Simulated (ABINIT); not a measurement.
# CO2 (P4_2/mnm): a self-consistent loop beyond G0W0, cycle by cycle

How far does self-consistency move the gap of CO2 (P4_2/mnm)?

Main program and level: ABINIT 10.8.3; LDA and many-body steps on it, plane waves.

## 1. The structure

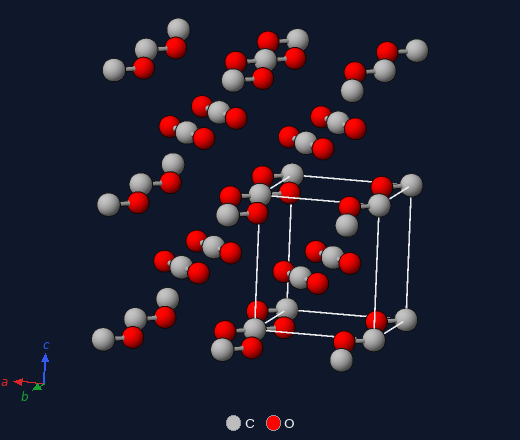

Start, viewed from a free direction; carbon light grey, oxygen red. 2×2×2 cells are drawn. Bonds to atoms that aren't drawn are left out. Some periodic images of atoms are drawn too.

The cell and positions are those that the Materials Project relaxed with its own functionals (PBE, PBE+U or r2SCAN), kept fixed.

## 2. Empty states on the mesh, 2×2×2 mesh, 77 bands

This step: ABINIT 10.8.3; DFT, LDA, plane waves, norm-conserving pseudopotentials.

The sums over transitions need many empty states on a uniform mesh; this step solves for them.

The input, run.abi:

```
acell 3*1.0 Angstrom
rprim 
  4.227212790000 0.000000000000 0.000000000000
  0.000000000000 4.227212790000 0.000000000000
  0.000000000000 0.000000000000 4.687771590000
ntypat 2
znucl 6 8
natom 6
typat 1 1 2 2 2 2
xred 
  0.500000000000 0.500000000000 0.500000000000
  0.000000000000 0.000000000000 0.000000000000
  0.304826860000 0.695173140000 0.500000000000
  0.695173140000 0.304826860000 0.500000000000
  0.195173140000 0.195173140000 0.000000000000
  0.804826860000 0.804826860000 0.000000000000
pp_dirpath "pseudos"
pseudos "C.upf, O.upf"
ecut 37
ngkpt 2 2 2
nshiftk 1
shiftk 0 0 0
kptopt 1
chksymbreak 0
iscf -2
irdden 1
istwfk *1
nband 77
nbdbuf 6
tolwfr 1e-09
nstep 60
prtvol 0
indata_prefix "in"
outdata_prefix "out"
tmpdata_prefix "tmp"
```

Run with:

```bash
$ OMP_NUM_THREADS=1 mpirun -n 8 abinit run.abi > log
```

Numbers of over 12 decimals in the logs are rounded to 6 here.

The log of the run:

```text
.Version 10.8.3 of ABINIT. v10.8.2 released Aug 2026.

 Symmetries : space group P4_2/m n m (#136); Bravais tP (primitive tetrag.)
[... echo of the input left out ...]
== DATASET  1 ==================================================================
-   mpi_nproc: 8, omp_nthreads: 1 (-1 if OMP is not activated)
-    --> not optimal distribution: autoparal keyword recommended in input file <--

--- !DatasetInfo
iteration_state: {dtset: 1, }
dimensions: {natom: 6, nkpt: 6, mband: 77, nsppol: 1, nspinor: 1, nspden: 1, mpw: 6088, }
cutoff_energies: {ecut:  37.0, pawecutdg:  -1.0, }
[...]
1.17723    1.17723    1.25152    1.26850    1.28480    1.32013    1.33700    1.33700
   1.36283    1.37186    1.37186    1.40001    1.43926    1.43926    1.45024    1.46331
   1.46857    1.46857    1.48496    1.50666    1.50758
 prteigrs : prtvol=0 or 1, do not print more k-points.

== END DATASET(S) ==============================================================
================================================================================

 -outvars: echo values of variables after computation  --------
            nband          77
             nkpt           6
          spgroup         136
 [... the other variables as echoed above ...]

 Calculation completed.
```

Run time: 12 s. Hardware: 8 MPI ranks of Arm Neoverse V2, shared host; peak memory 0.56 GiB; 98 s of CPU time.

Numbers from this step:

* gap: 6.325 eV
* k of the valence top: 0.5, 0.5, 0.5
* k of the conduction bottom: 0, 0, 0
* least direct gap: 6.811 eV
* k points computed: 6
* lowest point of the top converged band, above the valence top: 42.23 eV

On this mesh the gap is 6.325 eV.

The density comes from a self-consistent run that is not shown.

## 3. Screening, 2×2×2 mesh, 71 bands, screening to 106.1 eV

The RPA dielectric matrix is built and inverted for each q.

This step: RPA screening on LDA, plane waves, norm-conserving pseudopotentials.

Changes to run.abi since step 2:

```diff
@@ -24,10 +24,11 @@
 chksymbreak 0
-iscf -2
-irdden 1
 istwfk *1
-nband 77
-nbdbuf 6
-tolwfr 1e-09
-nstep 60
-prtvol 0
+occopt 1
+irdwfk 1
+optdriver 3
+nband 71
+ecuteps 3.9
+inclvkb 2
+awtr 1
+symchi 1
 indata_prefix "in"
```

The log of the run:

```text
.Version 10.8.3 of ABINIT. v10.8.2 released Aug 2026.

 Symmetries : space group P4_2/m n m (#136); Bravais tP (primitive tetrag.)
[... echo of the input left out ...]
== DATASET  1 ==================================================================
-   mpi_nproc: 8, omp_nthreads: 1 (-1 if OMP is not activated)

--- !DatasetInfo
iteration_state: {dtset: 1, }
dimensions: {natom: 6, nkpt: 6, mband: 71, nsppol: 1, nspinor: 1, nspden: 1, mpw: 6088, }
cutoff_energies: {ecut:  37.0, pawecutdg:  -1.0, }
electrons: {nelect:   3.20000000E+01, charge:   0.00000000E+00, occopt:   1.00000000E+00, tsmear:   1.00000000E-02, }

 SCREENING: Calculation of the susceptibility and dielectric matrices

 Based on a program developped by R.W. Godby, V. Olevano, G. Onida, and L. Reining.
 Incorporated in ABINIT by V. Olevano, G.-M. Rignanese, and M. Torrent.
.Using double precision arithmetic ; gwpc =  8

[... cell and pseudopotentials left out ...]
--------------------------------------------------------------------------------

 ==== K-mesh for the wavefunctions ====
 Number of points in the irreducible wedge :     6
[... list of points left out ...]
 Together with 16 symmetry operations and time-reversal symmetry
 yields     8 points in the full Brillouin Zone.

 ==== Q-mesh for the screening function ====
 Number of points in the irreducible wedge :     6
[... list of points left out ...]
 Together with 16 symmetry operations and time-reversal symmetry
 yields     8 points in the full Brillouin Zone.

 setmesh: FFT mesh size selected  =    30x   30x   36
          total number of points  =        32400

 vcoul_init : cutoff-mode = AUXILIARY_FUNCTION
 q-points for optical limit:   1
     1)      0.000010    0.000020    0.000030

- screening: taking advantage of time-reversal symmetry
- Maximum band index for partially occupied states nbvw = 16
- Remaining bands to be divided among processors   nbcw = 55
- Number of bands treated by each node ~6

 Number of electrons calculated from density =   32.0000; Expected =   32.0000
 average of density, n =  0.056608
 r_s =    1.6156
 omega_plasma =   22.9506 [eV]

 calculating chi0 at frequencies [eV] :
  1    0.000000E+00    0.000000E+00
  2    0.000000E+00    2.295065E+01

--------------------------------------------------------------------------------
  q-point number  1        q = ( 0.000000, 0.000000, 0.000000) [r.l.u.]
--------------------------------------------------------------------------------
[... chi0 elements left out ...]
 For q-point:  0.000010 0.000020 0.000030
  dielectric constant =   1.8761
  dielectric constant without local fields =   2.2715

  Average fulfillment of the sum rule on Im[epsilon] for q-point    1 :     43.82  [%]
[... wings left out ...]
  q-point number  2        q = ( 0.500000, 0.000000, 0.000000) [r.l.u.]
--------------------------------------------------------------------------------
[... chi0 elements left out ...]
  Average fulfillment of the sum rule on Im[epsilon] for q-point    2 :     53.26  [%]

 [... 4 further q-points ...]
```

Elapsed: 6.1 s, on 8 MPI ranks; peak memory 1.4 GiB; 48 s of CPU time.

This step gave:

- ε∞ with local fields, on this mesh, along the program's q direction: 1.876
- the same without local fields: 2.272
- plasma frequency: 22.95 eV
- plane waves in the screening matrix: 211

Local fields lower ε∞ by 17 %. On a Γ-centred mesh this coarse the value itself is usually too large, while a short band sum pulls it down.

## 4. G0W0

The self-energy is evaluated for the states that the input lists, and the levels follow from it, in one-shot runs by the linearised quasiparticle equation.

This step: G0W0 on LDA, plane waves, norm-conserving pseudopotentials.

Changes to run.abi since step 3:

```diff
@@ -27,8 +27,17 @@
 irdwfk 1
-optdriver 3
+optdriver 4
 nband 71
+gwcalctyp 0
+ecutsigx 37
+symsigma 1
+nkptgw 2
+kptgw 
+  0.5000000000 0.5000000000 0.5000000000
+  0.0000000000 0.0000000000 0.0000000000
+bdgw 
+  15 18
+  15 18
 ecuteps 3.9
-inclvkb 2
-awtr 1
-symchi 1
+irdscr 1
+ppmodel 1
 indata_prefix "in"
```

The log of the run:

```text
.Version 10.8.3 of ABINIT. v10.8.2 released Aug 2026.

 Symmetries : space group P4_2/m n m (#136); Bravais tP (primitive tetrag.)
[... echo of the input left out ...]
== DATASET  1 ==================================================================
-   mpi_nproc: 8, omp_nthreads: 1 (-1 if OMP is not activated)

--- !DatasetInfo
iteration_state: {dtset: 1, }
dimensions: {natom: 6, nkpt: 6, mband: 71, nsppol: 1, nspinor: 1, nspden: 1, mpw: 6088, }
cutoff_energies: {ecut:  37.0, pawecutdg:  -1.0, }
electrons: {nelect:   3.20000000E+01, charge:   0.00000000E+00, occopt:   1.00000000E+00, tsmear:   1.00000000E-02, }

 SIGMA: Calculation of the GW corrections

 Based on a program developped by R.W. Godby, V. Olevano, G. Onida, and L. Reining.
 Incorporated in ABINIT by V. Olevano, G.-M. Rignanese, and M. Torrent.
.Using double precision arithmetic ; gwpc =  8

[... cell and pseudopotentials left out ...]
--------------------------------------------------------------------------------

 ==== K-mesh for the wavefunctions ====
 Number of points in the irreducible wedge :     6
[... list of points left out ...]
 Together with 16 symmetry operations and time-reversal symmetry
 yields     8 points in the full Brillouin Zone.

 ==== Q-mesh for screening function ====
 Number of points in the irreducible wedge :     6
[... list of points left out ...]
 Together with 16 symmetry operations and time-reversal symmetry
 yields     8 points in the full Brillouin Zone.

 vcoul_init : cutoff-mode = AUXILIARY_FUNCTION
 q-points for optical limit:   1
     1)      0.000010    0.000020    0.000030
 setmesh: FFT mesh size selected  =    48x   48x   54
          total number of points  =       124416

 Number of electrons calculated from density =   32.0000; Expected =   32.0000
 average of density, n =  0.056608
 r_s =    1.6156
 omega_plasma =   22.9506 [eV]

 === KS Band Gaps ===
  >>>> For spin  1
   Minimum direct gap =   6.8109 [eV], located at k-point      :   0.0000  0.0000  0.0000
   Fundamental gap    =   6.3247 [eV], Top of valence bands at :   0.5000  0.5000  0.5000
                                       Bottom of conduction at :   0.0000  0.0000  0.0000
 SIGMA fundamental parameters:
 PLASMON POLE MODEL  1
 number of plane-waves for SigmaX                 6085
 number of plane-waves for SigmaC and W            211
 number of plane-waves for wavefunctions          6085
 number of bands                                    71
 number of independent spin polarizations            1
 number of spinorial components                      1
 number of k-points in IBZ                           6
 number of q-points in IBZ                           6
 number of symmetry operations                      16
 number of k-points in BZ                            8
 number of q-points in BZ                            8
 number of frequencies for dSigma/dE                 9
 frequency step for dSigma/dE [eV]                0.25
 number of omega for Sigma on real axis              0
 max omega for Sigma on real axis  [eV]           0.00
 zcut for avoiding poles [eV]                     0.10

 EPSILON^-1 parameters (SCR file):
 dimension of the eps^-1 matrix on file            211
 dimension of the eps^-1 matrix used               211
 number of plane-waves for wavefunctions          6085
 number of bands                                    71
 number of q-points in IBZ                           6
 number of frequencies                               2
 number of real frequencies                          1
 number of imag frequencies                          1

 matrix elements of self-energy operator (all in [eV])

 Perturbative Calculation

--- !SelfEnergy_ee
iteration_state: {dtset: 1, }
kpoint     : [   0.500,    0.500,    0.500, ]
spin       : 1
KS_gap     :    7.549
QP_gap     :   12.681
Delta_QP_KS:    5.132
data: !SigmaeeData |
     Band     E0 <VxcDFT>   SigX SigC(E0)      Z dSigC/dE  Sig(E)    E-E0       E
       15  -3.443 -19.940 -25.029   3.201   0.828  -0.207 -21.504  -1.564  -5.006
       16  -3.443 -19.940 -25.029   3.201   0.828  -0.207 -21.504  -1.564  -5.006
       17   4.107 -15.387  -9.238  -1.992   0.858  -0.165 -11.819   3.569   7.675
       18   4.107 -15.387  -9.238  -1.992   0.858  -0.165 -11.819   3.569   7.675

--- !SelfEnergy_ee
iteration_state: {dtset: 1, }
kpoint     : [   0.000,    0.000,    0.000, ]
spin       : 1
KS_gap     :    6.811
QP_gap     :   10.693
Delta_QP_KS:    3.882
data: !SigmaeeData |
     Band     E0 <VxcDFT>   SigX SigC(E0)      Z dSigC/dE  Sig(E)    E-E0       E
       15  -3.929 -19.297 -24.471   3.205   0.830  -0.205 -20.931  -1.633  -5.562
       16  -3.929 -19.297 -24.471   3.205   0.830  -0.205 -20.931  -1.633  -5.562
       17   2.882 -10.698  -5.594  -2.568   0.887  -0.127  -8.449   2.249   5.131
       18   3.900 -16.175 -10.078  -1.746   0.854  -0.171 -12.460   3.714   7.615

== END DATASET(S) ==============================================================
================================================================================

 -outvars: echo values of variables after computation  --------
           etotal      0.0000000000E+00
            nband          71
             nkpt           6
          spgroup         136
 [... the other variables as echoed above ...]

 Calculation completed.
```

Wall time 2.8 s (8 MPI ranks); peak memory 0.16 GiB.

Numbers from this step:

- G0W0 gap on the points computed: 10.14 eV
- starting gap on the mesh: 6.325 eV
- k of the valence top: 0.5, 0.5, 0.5
- k of the conduction bottom: 0, 0, 0
- Z at the valence top: 0.828
- Z at the conduction bottom: 0.887
- least direct G0W0 gap on the computed points: 10.69 eV

The gap on the mesh goes from 6.32 eV to 10.14 eV, a correction of +3.81 eV.

## 5. evGW0, cycle 1

This step: evGW0 on LDA, plane waves, norm-conserving pseudopotentials.

Changes to run.abi since step 4:

```diff
@@ -29,12 +29,20 @@
 nband 71
-gwcalctyp 0
+gwcalctyp 10
 ecutsigx 37
 symsigma 1
-nkptgw 2
+nkptgw 6
 kptgw 
+  0.0000000000 0.0000000000 0.0000000000
+  0.5000000000 0.0000000000 0.0000000000
+  0.5000000000 0.5000000000 0.0000000000
+  0.0000000000 0.0000000000 0.5000000000
+  0.5000000000 0.0000000000 0.5000000000
   0.5000000000 0.5000000000 0.5000000000
-  0.0000000000 0.0000000000 0.0000000000
 bdgw 
-  15 18
-  15 18
+  5 22
+  5 22
+  5 22
+  5 22
+  5 22
+  5 22
 ecuteps 3.9
```

The log of the run:

```text
.Version 10.8.3 of ABINIT. v10.8.2 released Aug 2026.

 Symmetries : space group P4_2/m n m (#136); Bravais tP (primitive tetrag.)
[... echo of the input left out ...]
== DATASET  1 ==================================================================
-   mpi_nproc: 8, omp_nthreads: 1 (-1 if OMP is not activated)

--- !DatasetInfo
iteration_state: {dtset: 1, }
dimensions: {natom: 6, nkpt: 6, mband: 71, nsppol: 1, nspinor: 1, nspden: 1, mpw: 6088, }
cutoff_energies: {ecut:  37.0, pawecutdg:  -1.0, }
electrons: {nelect:   3.20000000E+01, charge:   0.00000000E+00, occopt:   1.00000000E+00, tsmear:   1.00000000E-02, }

 SIGMA: Calculation of the GW corrections

 Based on a program developped by R.W. Godby, V. Olevano, G. Onida, and L. Reining.
 Incorporated in ABINIT by V. Olevano, G.-M. Rignanese, and M. Torrent.
.Using double precision arithmetic ; gwpc =  8

[... cell and pseudopotentials left out ...]
--------------------------------------------------------------------------------

 ==== K-mesh for the wavefunctions ====
 Number of points in the irreducible wedge :     6
[... list of points left out ...]
 Together with 16 symmetry operations and time-reversal symmetry
 yields     8 points in the full Brillouin Zone.

 ==== Q-mesh for screening function ====
 Number of points in the irreducible wedge :     6
[... list of points left out ...]
 Together with 16 symmetry operations and time-reversal symmetry
 yields     8 points in the full Brillouin Zone.

 vcoul_init : cutoff-mode = AUXILIARY_FUNCTION
 q-points for optical limit:   1
     1)      0.000010    0.000020    0.000030
 setmesh: FFT mesh size selected  =    48x   48x   54
          total number of points  =       124416

 Number of electrons calculated from density =   32.0000; Expected =   32.0000
[...]
KS_gap     :    8.105
QP_gap     :   13.528
Delta_QP_KS:    5.423
data: !SigmaeeData |
     Band     E_DFT   <VxcDFT>   E(N-1)  <Hhartree>   SigX  SigC[E(N-1)]    Z     dSigC/dE  Sig[E(N)]  DeltaE  E(N)_pert E(N)_diago
[...]
--- !SelfEnergy_ee
iteration_state: {dtset: 1, }
kpoint     : [   0.500,    0.500,    0.500, ]
spin       : 1
KS_gap     :    7.549
QP_gap     :   12.681
Delta_QP_KS:    5.132
data: !SigmaeeData |
     Band     E_DFT   <VxcDFT>   E(N-1)  <Hhartree>   SigX  SigC[E(N-1)]    Z     dSigC/dE  Sig[E(N)]  DeltaE  E(N)_pert E(N)_diago
[...]
21     7.723   -15.431     7.723    23.154    -8.370    -2.886     0.854    -0.170   -11.864     3.567    11.290    11.898
       22     7.723   -15.431     7.723    23.154    -8.370    -2.886     0.854    -0.170   -11.864     3.567    11.290    11.898

 New Fermi energy :        1.595838E-03 Ha ,    4.342497E-02 eV

 === QP Band Gaps ===
  >>>> For spin  1
   Minimum direct gap =  11.3144 [eV], located at k-point      :   0.0000  0.0000  0.0000
   Fundamental gap    =  10.7474 [eV], Top of valence bands at :   0.5000  0.5000  0.5000
                                       Bottom of conduction at :   0.0000  0.0000  0.0000

 writing QP data on file : out_QPS

 Convergence of QP corrections
 >>>>> For spin  1 <<<<<
.  kptgw no:  1; Maximum DeltaE = (   2.249  -0.000) for band index: 17
.  kptgw no:  2; Maximum DeltaE = (  -1.623   0.000) for band index: 15
.  kptgw no:  3; Maximum DeltaE = (  -1.565   0.000) for band index: 15
.  kptgw no:  4; Maximum DeltaE = (  -1.621  -0.000) for band index: 15
.  kptgw no:  5; Maximum DeltaE = (  -1.601  -0.000) for band index: 15
.  kptgw no:  6; Maximum DeltaE = (  -1.564   0.000) for band index: 15

== END DATASET(S) ==============================================================
================================================================================

 -outvars: echo values of variables after computation  --------
           etotal      0.0000000000E+00
            nband          71
             nkpt           6
          spgroup         136
 [... the other variables as echoed above ...]

 Calculation completed.
```

Run time: 18 s. Hardware: 8 MPI ranks; peak memory 2.3 GiB; 2.4 min of CPU time.

This step gave:

| Property | Result |
| --- | --- |
| quasiparticle gap on the mesh | 10.75 eV |
| gap of the density functional on the mesh | 6.325 eV |
| k of the valence top | 0.5, 0.5, 0.5 |
| k of the conduction bottom | 0, 0, 0 |
| Z at the valence top | 0.828 |
| Z at the conduction bottom | 0.887 |
| least direct quasiparticle gap on the computed points | 11.31 eV |

Against G0W0 in ABINIT (2×2×2 mesh, 71 bands, screening to 106.1 eV, Godby-Needs plasmon pole), the gap moves by +0.610 eV. This first cycle still uses the starting levels; it takes the full correction, at all points of the mesh, and its linearised value is 10.137 eV.

## 6. evGW0, cycle 2

The corrected levels of the last cycle go back in.

Changes to run.abi since step 5:

```diff
@@ -50,2 +50,3 @@
 ppmodel 1
+irdqps 1
 indata_prefix "in"
```

The log of the run:

```text
.Version 10.8.3 of ABINIT. v10.8.2 released Aug 2026.

 Symmetries : space group P4_2/m n m (#136); Bravais tP (primitive tetrag.)
[... echo of the input left out ...]
== DATASET  1 ==================================================================
-   mpi_nproc: 8, omp_nthreads: 1 (-1 if OMP is not activated)

--- !DatasetInfo
iteration_state: {dtset: 1, }
dimensions: {natom: 6, nkpt: 6, mband: 71, nsppol: 1, nspinor: 1, nspden: 1, mpw: 6088, }
cutoff_energies: {ecut:  37.0, pawecutdg:  -1.0, }
[...]
.  kptgw no:  4; Maximum DeltaE = (  -0.206  -0.000) for band index: 18
.  kptgw no:  5; Maximum DeltaE = (   0.115  -0.000) for band index: 15
.  kptgw no:  6; Maximum DeltaE = (   0.112   0.000) for band index: 16

== END DATASET(S) ==============================================================
================================================================================

 -outvars: echo values of variables after computation  --------
           etotal      0.0000000000E+00
            nband          71
             nkpt           6
          spgroup         136
 [... the other variables as echoed above ...]

 Calculation completed.
```

Elapsed: 18 s, on 8 MPI ranks; peak memory 2.3 GiB; 2.4 min of CPU time.

Numbers from this step:

```
quasiparticle gap on the mesh                         : 10.54 eV
gap of the density functional on the mesh             : 6.325 eV
k of the valence top                                  : 0.5, 0.5, 0.5
k of the conduction bottom                            : 0, 0, 0
least direct quasiparticle gap on the computed points : 11.09 eV
```

Against the cycle before, the gap moves by −0.212 eV.

(Part 1 of 3 ends here.)

[Paths, hosts, dates, memory and timing lines, banners, echoed tables and standing remarks are left out of the program output.]

[Logs are printed without paths, hosts, clocks, repeated set-up lines and the standing remarks that a program may print on its own settings, such as how far it seeks lower states.]

[Runs of the session that timed out or met a known fault of the program may be left out.]

[Hosts, paths, dates, database ids (printed as entryN), source tags and the programs' standing remarks are cut or masked in the printed files.]

[G0W0 gaps are taken among the corrected bands and points alone; a level outside them can change the order at an edge.]

[Where Ansatz stands beside ABINIT at settings called matched, ABINIT's density can come from a denser mesh and the files from another edition; pairs whose starting gaps differed by over 0.03 eV were left out, so agreement reads better than it is.]
